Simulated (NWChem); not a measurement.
# One shape, several levels: CH4BInO (SMILES [InH2][B]1CO1)

Wanted: a comparison of 3 runs (HF/STO-3G, HF/3-21G, TPSS/def2-TZVP) of CH4BInO. 

The calculation is run with NWChem 7.3.0.

### 1 The system as given

CH4BInO has 8 atoms, charge 0, and is taken as a singlet. As SMILES, `[InH2][B]1CO1`. Geometry: a GFN2-xTB relaxation, a rough one for these elements and not checked as a minimum.

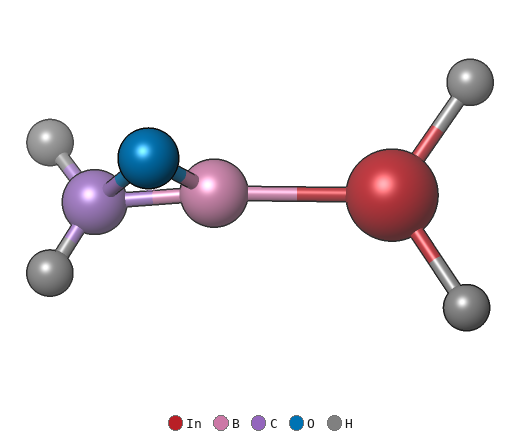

The structure, seen from a chosen angle (indium red, boron pink, carbon purple, oxygen blue, hydrogen grey).

### 2 Energy and forces at HF/STO-3G (run 1)

The input, run.py:

```python
from ase import Atoms
from ase.calculators.nwchem import NWChem

mol = Atoms(['In', 'B', 'C', 'O', 'H', 'H', 'H', 'H'], positions=[
    [-1.026300, 1.502810, -0.749250],
    [0.119810, -0.215340, 0.120230],
    [0.722250, -1.522160, 0.626210],
    [1.331400, -0.202250, 0.646020],
    [-1.139210, 1.816000, -2.461520],
    [-1.791760, 2.736300, 0.215440],
    [0.530360, -1.904030, 1.622200],
    [1.253450, -2.211330, -0.019330],
])

calc = NWChem(
    label='mol',
    theory='scf',
    memory='2200 mb',
    basis='STO-3G',
    basispar='spherical bse',
    scf={'nopen': '0', 'rhf': None, 'thresh': '1e-08', 'maxiter': '80'},
)
mol.calc = calc

forces = mol.get_forces()
e = mol.get_potential_energy()
print(f"E = {e:.6f} eV")
print("forces (eV/A):")
for s, f in zip(mol.symbols, forces):
    print(f"{s:2s} {f[0]:10.5f} {f[1]:10.5f} {f[2]:10.5f}")
print("dipole (e A):", mol.get_dipole_moment().round(4))
```

On the command line:

```
export ASE_NWCHEM_COMMAND="nwchem PREFIX.nwi > PREFIX.nwo"
python run.py
```

Log:

```text
E = -158392.071967 eV
forces (eV/A):
In   -0.75477    0.89742   -0.59012
B    -1.23351    1.64509   -0.90333
C     0.35944    0.32787    0.15535
O     0.86045   -0.28010    0.42392
H     0.22693   -0.52456    1.86631
H     0.87813   -1.50209   -0.88868
H    -0.16589   -0.27166   -0.00314
H    -0.17088   -0.29203   -0.06032
dipole (e A): [-0.2083 -0.0259 -0.0738]
```

The calculator wrote mol.nwi:

```
title "mol"

permanent_dir mol

scratch_dir mol

start mol

geometry units angstrom nocenter noautosym noautoz
  In -1.0263000000000000e+00 1.5028100000000000e+00 -7.4924999999999997e-01
  B  1.1981000000000000e-01 -2.1534000000000000e-01 1.2023000000000000e-01
  C  7.2224999999999995e-01 -1.5221600000000000e+00 6.2621000000000004e-01
  O  1.3313999999999999e+00 -2.0225000000000001e-01 6.4602000000000004e-01
  H  -1.1392100000000001e+00 1.8160000000000001e+00 -2.4615200000000002e+00
  H  -1.7917600000000000e+00 2.7363000000000000e+00 2.1543999999999999e-01
  H  5.3036000000000005e-01 -1.9040299999999999e+00 1.6222000000000001e+00
  H  1.2534500000000000e+00 -2.2113299999999998e+00 -1.9330000000000000e-02
end

memory 2200 mb

basis spherical bse noprint
   * library STO-3G
end

scf
  nopen 0
  rhf
  thresh 1e-08
  maxiter 80
end

task scf gradient
```

mol.nwo:

```text
Northwest Computational Chemistry Package (NWChem) 7.3.0
             --------------------------------------------------------

           Job information
           ---------------

    nwchem branch   = 7.3.0
    use scalapack   = T
    input           = mol.nwi
    prefix          = mol.
    data base       = mol/mol.db
    status          = startup
    nproc           =        1

           Memory information
           ------------------

[... 5 lines left out ...]
    hardfail = no
[... 138 lines left out ...]
         Quadratically convergent ROHF
[... 15 lines left out ...]
       Final RHF  results
[... 4 lines left out ...]
      Two-electron energy =   2503.452285191912
[... 55 lines left out ...]
                       ROHF Final Molecular Orbital Analysis
[... 258 lines left out ...]
                 ----------------------------------------
                 |  Time  |  1-e(secs)   |  2-e(secs)   |
                 ----------------------------------------
                 |  CPU   |       0.00   |       2.23   |
                 ----------------------------------------
                 |  WALL  |       0.00   |       2.23   |
                 ----------------------------------------

 Task  times  cpu:        7.0s     wall:        7.0s
 Total times  cpu:        7.0s     wall:        7.0s
```

It took 8.4 s on 1 thread of AMD EPYC 9R14 (Zen 4), shared host; peak memory 0.1 GiB.

### 3 Energy and gradient at HF/3-21G (run 2)

The input, ch4bino.nw:

```
start ch4bino
title "CH4BInO"
memory 2200 mb
geometry units angstrom noautosym nocenter noautoz
 In    -1.026300     1.502810    -0.749250
 B      0.119810    -0.215340     0.120230
 C      0.722250    -1.522160     0.626210
 O      1.331400    -0.202250     0.646020
 H     -1.139210     1.816000    -2.461520
 H     -1.791760     2.736300     0.215440
 H      0.530360    -1.904030     1.622200
 H      1.253450    -2.211330    -0.019330
end
basis spherical bse
 * library 3-21G
end
scf
 thresh 1e-08
 maxiter 80
end
task scf gradient
```

On the command line:

```
nwchem ch4bino.nw > ch4bino.out
```

Log:

```text
[...]
  functions       =    66
[...]
  wavefunction    = RHF
[...]
         Total SCF energy =  -5853.632567956779
      One-electron energy =  -8613.183262796285
      Two-electron energy =   2492.878269855957
 Nuclear repulsion energy =    266.672424983549
        Time for solution =      5.2s
[...]
                         RHF ENERGY GRADIENTS
    atom               coordinates                        gradient
                 x          y          z           x          y          z
   1 In     -1.939426   2.839899  -1.415877    0.007286  -0.005657   0.004764
   2 B       0.226408  -0.406934   0.227202    0.041539  -0.005049   0.019320
   3 C       1.364855  -2.876465   1.183365    0.003216   0.049960  -0.008863
   4 O       2.515981  -0.382197   1.220801   -0.063062  -0.033407  -0.021180
   5 H      -2.152795   3.431742  -4.651598   -0.000831   0.001019   0.008857
   6 H      -3.385935   5.170857   0.407123    0.003485  -0.004106  -0.007342
   7 H       1.002235  -3.598095   3.065513    0.001595  -0.000466   0.007468
   8 H       2.368677  -4.178808  -0.036528    0.006772  -0.002294  -0.003023
[...]
```

Run time: 8.7 s. Hardware: 1 thread of AMD EPYC 9R14 (Zen 4), shared host; peak memory 0.099 GiB.

### 4 Energy and forces at TPSS/def2-TZVP (core potential) (run 3)

The input, run.py:

```python
from ase import Atoms
from ase.calculators.nwchem import NWChem

mol = Atoms('InBCOHHHH', positions=[
    [-1.026300, 1.502810, -0.749250],
    [0.119810, -0.215340, 0.120230],
    [0.722250, -1.522160, 0.626210],
    [1.331400, -0.202250, 0.646020],
    [-1.139210, 1.816000, -2.461520],
    [-1.791760, 2.736300, 0.215440],
    [0.530360, -1.904030, 1.622200],
    [1.253450, -2.211330, -0.019330],
])

calc = NWChem(
    label='input',
    theory='dft',
    memory='2200 mb',
    basis='def2-TZVP',
    basispar='spherical bse',
    dft={'xc': 'xtpss03 ctpss03', 'mult': '1', 'grid': 'fine', 'convergence': 'energy 1e-08', 'iterations': '100', 'mulliken': None},
    **{'ecp bse': {'In library': 'def2-TZVP'}},
)
mol.calc = calc

forces = mol.get_forces()
print(f"energy = {mol.get_potential_energy():.6f} eV")
print("forces (eV/A):")
for s, f in zip(mol.symbols, forces):
    print(f"{s:2s} {f[0]:10.5f} {f[1]:10.5f} {f[2]:10.5f}")
print("dipole (e A):", mol.get_dipole_moment().round(4))
```

On the command line:

```
export ASE_NWCHEM_COMMAND="nwchem PREFIX.nwi > PREFIX.nwo"
python run.py
```

Log:

```text
energy = -8998.191328 eV
forces (eV/A):
In   -0.14707    0.14655   -0.12892
B    -1.20328    0.39029   -0.60390
C    -0.40176   -1.16286    0.07842
O     1.81515    1.12748    0.56693
H     0.03188   -0.09261    0.07693
H     0.02113   -0.12876    0.02144
H    -0.11909   -0.10434    0.15555
H     0.00303   -0.17581   -0.16645
dipole (e A): [-0.0906 -0.2261  0.015 ]
```

The calculator wrote input.nwi:

```
title "input"

permanent_dir input

scratch_dir input

start input

geometry units angstrom nocenter noautosym noautoz
  In -1.0263000000000000e+00 1.5028100000000000e+00 -7.4924999999999997e-01
  B  1.1981000000000000e-01 -2.1534000000000000e-01 1.2023000000000000e-01
  C  7.2224999999999995e-01 -1.5221600000000000e+00 6.2621000000000004e-01
  O  1.3313999999999999e+00 -2.0225000000000001e-01 6.4602000000000004e-01
  H  -1.1392100000000001e+00 1.8160000000000001e+00 -2.4615200000000002e+00
  H  -1.7917600000000000e+00 2.7363000000000000e+00 2.1543999999999999e-01
  H  5.3036000000000005e-01 -1.9040299999999999e+00 1.6222000000000001e+00
  H  1.2534500000000000e+00 -2.2113299999999998e+00 -1.9330000000000000e-02
end

memory 2200 mb

basis spherical bse noprint
   * library def2-TZVP
end

dft
  xc xtpss03 ctpss03
  mult 1
  grid fine
  convergence energy 1e-08
  iterations 100
  mulliken
end
ecp bse
  In library def2-TZVP
end

task dft gradient
```

input.nwo:

```text
Northwest Computational Chemistry Package (NWChem) 7.3.0
             --------------------------------------------------------

           Job information
           ---------------

    nwchem branch   = 7.3.0
    use scalapack   = T
    input           = input.nwi
    prefix          = input.
    data base       = input/input.db
    status          = startup
    nproc           =        1

           Memory information
           ------------------

[... 5 lines left out ...]
    hardfail = no
[... 113 lines left out ...]
  convergence criterion.
[... 40 lines left out ...]
          Spatial weights used:  Erf1
[... 32 lines left out ...]
 1-e energy   =    -819.724133
[... 44 lines left out ...]
           Coulomb energy =      378.209543028316
[... 1252 lines left out ...]
          Convergence on density requested:  1.00D-05
[... 26 lines left out ...]
          total energy or number of iterations.
[... 36 lines left out ...]
                 ----------------------------------------
                 |  Time  |  1-e(secs)   |  2-e(secs)   |
                 ----------------------------------------
                 |  CPU   |       0.08   |      40.29   |
                 ----------------------------------------
                 |  WALL  |       0.08   |      40.29   |
                 ----------------------------------------

 Task  times  cpu:      114.0s     wall:      114.0s
 Total times  cpu:      114.1s     wall:      114.1s
```

Run time: 1.9 min. Hardware: 1 thread of AMD EPYC 9R14 (Zen 4), shared host; peak memory 0.15 GiB.

### 5 Overview of the runs

| run | level | iteration cap | module | energy (Eh) | dipole moment (D) | HOMO energy (eV) | LUMO energy (eV) | wall time |
| --- | --- | --- | --- | --- | --- | --- | --- | --- |
| 1 | HF/STO-3G | 80 | scf | -5820.801330 | 1.07 | -7.80 | 5.38 | 8.4 s |
| 2 | HF/3-21G | 80 | scf | -5853.632568 | 1.75 | -10.12 | 0.59 | 8.7 s |
| 3 | TPSS/def2-TZVP (core potential) | 100 | dft | -330.677435 | 1.17 | -6.40 | -2.55 | 1.9 min |

### 6 Summary of results

| quantity | value |
| --- | --- |
| run 3: total energy | -330.67743 Eh |
| run 3: dipole moment | 1.17 D |
| run 3: HOMO energy | -6.40 eV |
| run 3: LUMO energy | -2.55 eV |
| run 3: HOMO–LUMO gap | 3.85 eV |
| run 3: largest force on an atom | 2.211 eV/Å |

The dipole moment (its size) runs from 1.07 D (HF/STO-3G) to 1.75 D (HF/3-21G). The HOMO–LUMO gap runs from 3.85 eV (TPSS/def2-TZVP) to 13.18 eV (HF/STO-3G). The two ends differ in method and basis and core potential. Some runs of one species differ in core potentials or relativity; totals across that change don't compare. In run 1 the basis is minimal, so the values are rough. In runs 1, 2 relativity is left out where basis or elements ask for it. All runs together took 2.2 min, the longest 1.9 min.
